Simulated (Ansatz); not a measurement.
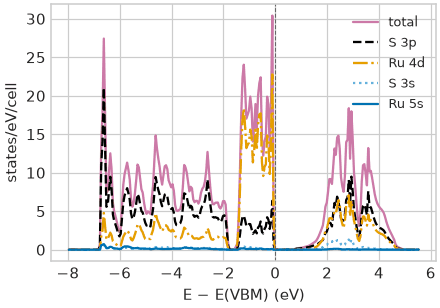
Figure: Total and projected density of states of RuS2 in space group Pa-3 (No. 205; Ru on 4a, S on 8c), the program Ansatz at the PBE level (PAW)

Task: Which orbitals carry the states next to the gap?

Result: Top 1 eV of the valence band: Ru 4d 78 %, S 3p 17 %. Bottom 1 eV of the conduction band: S 3p 66 %, Ru 4d 21 %, S 3s 5 %, outside the projected shells 8 %. Projections are on Löwdin-orthogonalised atomic valence shells; empty p or d shells of many metals are not among them.

Symmetry was held in the PBE relaxation. The run is not spin-polarised. Scalar-relativistic: spin–orbit coupling is off unless named, which matters more the heavier the elements.

Potentials: the earlier of the program's two PAW sets.
